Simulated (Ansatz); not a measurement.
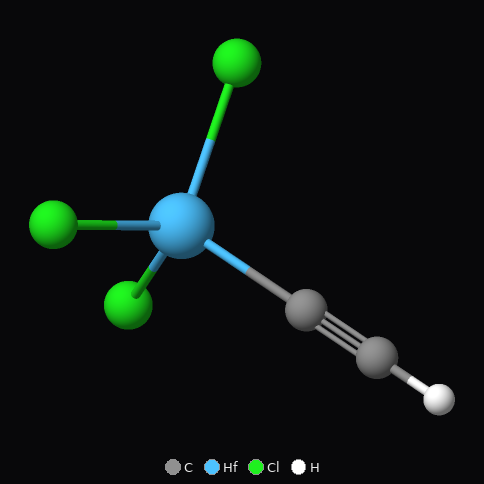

The species is neutral and a spin singlet. Sticks follow a distance rule. Harmonic vibrations computed with RKS PBE0-D4/def2-TZVP, core potentials on Hf (Ansatz 0.2.0) at a stationary point of the same level.

Q: Minimum or transition state?

A: A minimum: no imaginary frequency, and the lowest mode lies at 69 cm⁻¹.

Q: List the wavenumbers.

A: 15 modes: 69, 69, 95, 97, 97, 208, 208, 382, 396, 396, 444, 746, 746, 2089, 3449 cm⁻¹.
